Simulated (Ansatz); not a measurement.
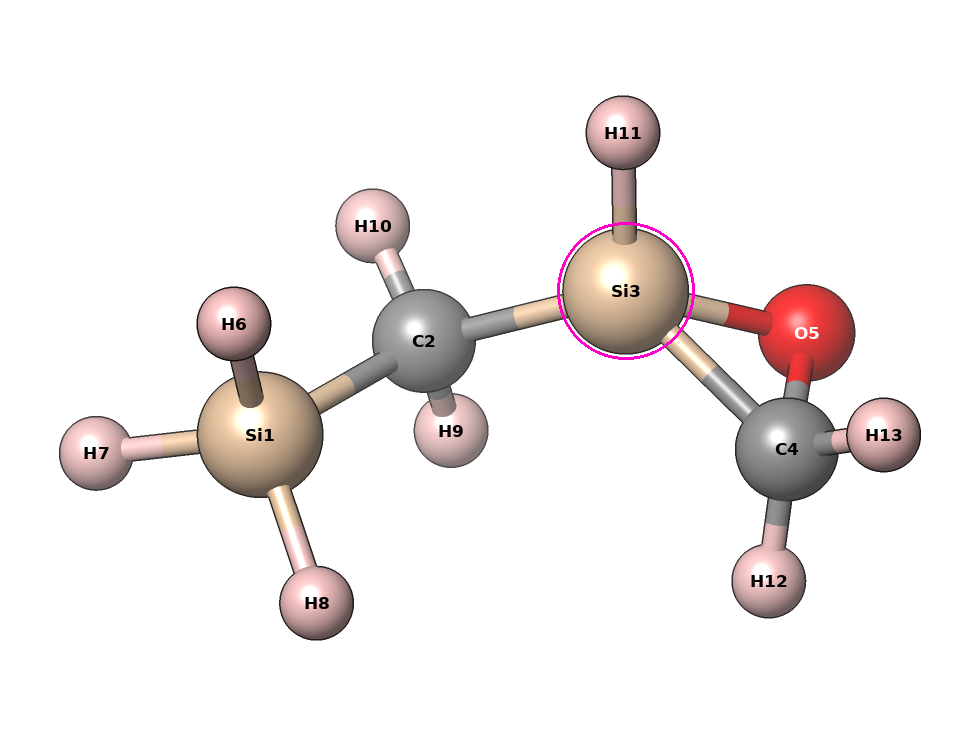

Distant atoms are faded towards the background colour. Circles mark the stereogenic atoms. The geometry was computed by an optimisation with PBE-D4/def2-SVP. No frequency run is at hand to confirm it as a minimum.

Question: Assign CIP descriptors.

Answer: Si3: R (priorities O5 > C2 > C4 > H11).
